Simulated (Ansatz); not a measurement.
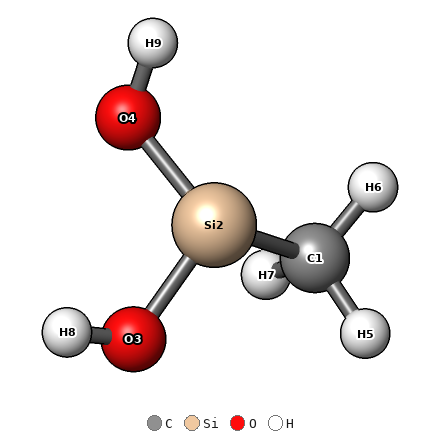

The system is CH₅O₂Si, SMILES C[Si](O)O, spin multiplicity 2; the picture shows the reference structure. 
- Coordinates scanned: (1) dihedral C1–Si2–O3–H8; (2) dihedral C1–Si2–O4–H9.
- Nothing is relaxed (all other coordinates rigid).
- The grid has 12 × 12 points.
- Energies: kJ/mol, counted from the lowest grid point.
- These are results of UKS CAM-B3LYP-D4/def2-SVP in Ansatz 0.2.0, not measurements.

Its coordinates:

```xyz
9

C    -0.7446    0.4936   -0.9662
Si    0.6824    0.0602    0.1680
O     0.9949   -1.5451   -0.1217
O     0.2660    0.1861    1.7828
H    -0.4716    0.3164   -2.0165
H    -1.0433    1.5459   -0.8551
H    -1.6056   -0.1469   -0.7150
H     1.5843   -1.9907    0.4967
H     0.4260    1.0340    2.2099
```

Range: dihedral C1–Si2–O3–H8 from −180 to 150°; dihedral C1–Si2–O4–H9 from −180 to 150°.

### What will the energy surface look like?

The lowest grid point is at dihedral C1–Si2–O3–H8 = −180°, dihedral C1–Si2–O4–H9 = −90°. The bottom of the well lies between grid points, at about dihedral C1–Si2–O3–H8 = −170°, dihedral C1–Si2–O4–H9 = −90°, about 0.36 kJ/mol lower on the interpolated surface. A higher local minimum lies near dihedral C1–Si2–O3–H8 = 120°, dihedral C1–Si2–O4–H9 = 150° (5.7 kJ/mol above the lowest at that grid point). The highest grid point, dihedral C1–Si2–O3–H8 = −60°, dihedral C1–Si2–O4–H9 = 60°, lies 29.2 kJ/mol above the lowest. On the interpolated surface the easiest way out of the lowest well to the well at about dihedral C1–Si2–O3–H8 = 140°, dihedral C1–Si2–O4–H9 = 145° passes a barrier of about 6.2 kJ/mol, counted from the interpolated bottom of the well. Round the minimum the valley is somewhat tilted: raising dihedral C1–Si2–O3–H8 shifts the best value of dihedral C1–Si2–O4–H9 downwards (coupling k₁₂/√(k₁₁k₂₂) about 0.2).

| dihedral C1–Si2–O4–H9 ↓, dihedral C1–Si2–O3–H8 → | −180 | −150 | −120 | −90 | −60 | −30 | 0 | 30 | 60 | 90 | 120 | 150 |
| --- | --- | --- | --- | --- | --- | --- | --- | --- | --- | --- | --- | --- |
| 150 | 7.5 | 11.6 | 14.7 | 15.2 | 14.5 | 13.0 | 11.0 | 8.6 | 6.5 | 5.8 | 5.7 | 5.7 |
| 120 | 7.5 | 13.2 | 19.2 | 21.0 | 19.3 | 15.8 | 12.3 | 9.7 | 8.3 | 7.9 | 7.1 | 5.9 |
| 90 | 6.8 | 11.6 | 19.7 | 25.1 | 25.3 | 21.3 | 16.1 | 12.4 | 11.2 | 11.5 | 10.4 | 7.5 |
| 60 | 7.4 | 10.1 | 17.8 | 25.7 | 29.2 | 26.9 | 21.4 | 16.4 | 14.4 | 14.6 | 13.7 | 10.0 |
| 30 | 8.0 | 9.2 | 15.1 | 23.3 | 28.9 | 29.1 | 25.0 | 19.8 | 16.3 | 15.4 | 14.4 | 11.1 |
| 0 | 7.3 | 8.0 | 12.3 | 18.9 | 24.7 | 26.8 | 25.0 | 20.8 | 16.7 | 14.5 | 12.8 | 9.9 |
| −30 | 4.6 | 5.6 | 9.3 | 14.6 | 19.2 | 21.4 | 21.2 | 18.8 | 15.7 | 13.1 | 10.3 | 6.9 |
| −60 | 1.3 | 2.3 | 6.6 | 11.8 | 15.3 | 16.3 | 15.8 | 14.8 | 13.7 | 12.1 | 8.9 | 4.2 |
| −90 | 0.0 | 0.6 | 5.4 | 11.2 | 14.4 | 14.2 | 12.5 | 11.5 | 11.8 | 12.1 | 9.5 | 4.1 |
| −120 | 1.3 | 1.3 | 5.5 | 11.3 | 14.9 | 14.4 | 11.8 | 9.9 | 10.0 | 11.3 | 10.1 | 5.5 |
| −150 | 3.5 | 3.6 | 6.5 | 10.8 | 14.0 | 14.0 | 11.5 | 8.8 | 7.7 | 8.6 | 8.7 | 6.1 |
| −180 | 5.7 | 7.4 | 9.4 | 11.5 | 13.0 | 12.8 | 11.0 | 8.2 | 6.2 | 6.1 | 6.5 | 5.9 |

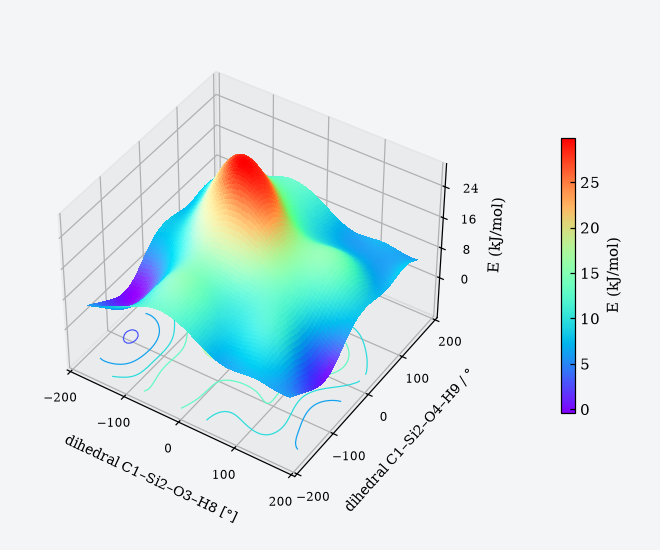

The picture shows a relief with its contours projected below. Between grid points the surface is interpolated.

Time for the 144 points that were run: 16 min on 1 thread of Arm Neoverse V1 (shared host).
